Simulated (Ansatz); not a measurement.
Bands of a (10,0) blue phosphorus nanotube, along its axis.

These are PBE (plane waves to 420 eV, PAW; Ansatz, a first-principles code) values and carry that method's errors. Mesh 1×1×6. No spin polarisation. Isolated but for its images some 11 Å away. A hypothetical model, rolled from the flat sheet. Only distortions within the start's symmetry and period were free.

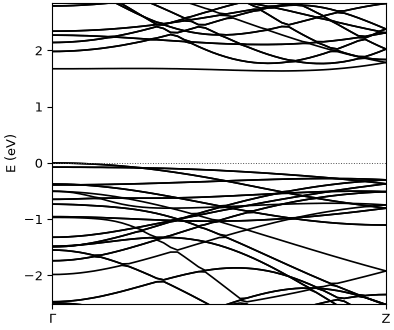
*Bands from the zone centre to the zone edge (period 5.64 Å); the dotted line marks the highest filled level*

Problem. Is it a metal or a semiconductor at this level? Give what the bands show.

Solution. A semiconductor in PBE.
- PBE gap: 1.64 eV, indirect, from Γ to k = 0.344 × 2π/c
